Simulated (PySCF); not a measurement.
```yaml
atoms:
  - { symbol: N, position_ang: [3.1129, 0.9902, -0.8701] }
  - { symbol: C, position_ang: [2.4607, 0.7588, 0.0419] }
  - { symbol: C, position_ang: [1.6142, 0.3910, 1.1340] }
  - { symbol: F, position_ang: [0.6284, 1.3561, 1.3315] }
  - { symbol: Si, position_ang: [0.6924, -1.2868, 0.7583] }
  - { symbol: Si, position_ang: [-0.7757, -0.7899, -0.9680] }
  - { symbol: F, position_ang: [-1.6382, -2.1679, -1.0959] }
  - { symbol: Si, position_ang: [-2.2801, 0.9704, -0.7436] }
  - { symbol: H, position_ang: [2.1994, 0.3464, 2.0562] }
  - { symbol: H, position_ang: [1.7966, -2.2426, 0.5936] }
  - { symbol: H, position_ang: [0.0910, -1.5939, 2.0644] }
  - { symbol: H, position_ang: [-0.0544, -0.8188, -2.2470] }
  - { symbol: H, position_ang: [-3.0181, 0.8749, 0.5199] }
  - { symbol: H, position_ang: [-1.5628, 2.2437, -0.7713] }
  - { symbol: H, position_ang: [-3.2705, 0.9766, -1.8258] }
```

Geometry: GFN2-xTB.

All numbers below come from PBE0/pcSseg-1, SCF density, gas phase, non-relativistic (PySCF 2.14.0).

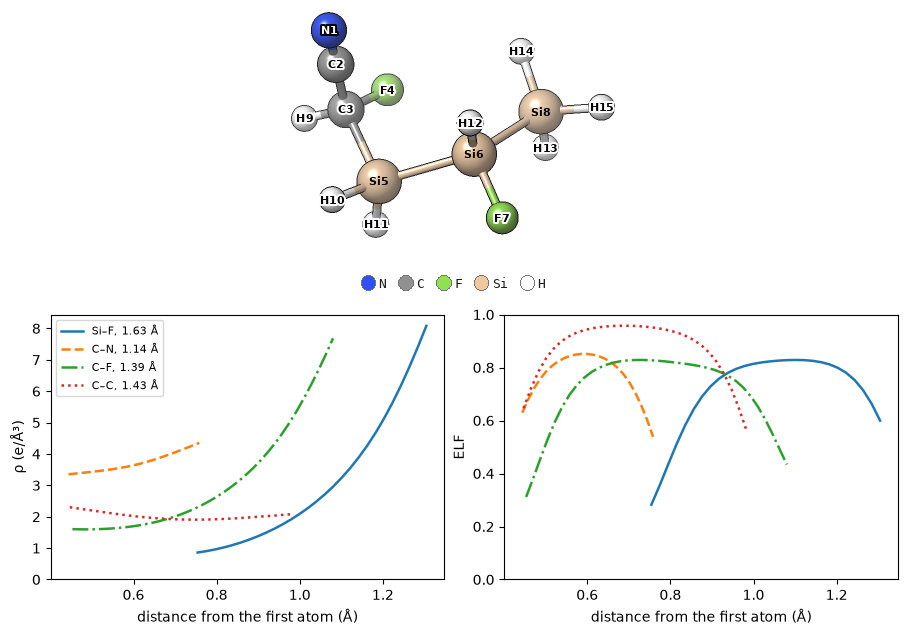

C₂H₇F₂NSi₃. Electron density and ELF along straight lines between neighbouring atoms. The curves leave out the atomic cores. The structure is drawn too.

What can be read from the curves?

Answer. Si–F (1.63 Å): ρ is about 1 e/Å³ halfway; the ELF peaks at about 0.85 in the valence shell of F, 0.5 Å from its nucleus, and is about 0.50 at the midpoint.
C–N (1.14 Å): ρ at the midpoint is about 3.6 e/Å³; the ELF peaks at about 0.85 between the atoms: a multiple bond.
C–F (1.39 Å): ρ at the midpoint is about 2 e/Å³, with its minimum of 1.6 e/Å³ about 0.5 Å from C; the ELF peaks at about 0.85 between the atoms, as expected for a polar covalent bond.
C–C (1.43 Å): ρ is about 1.9 e/Å³ halfway; the ELF peaks at about 0.95 between the atoms (a covalent bond).
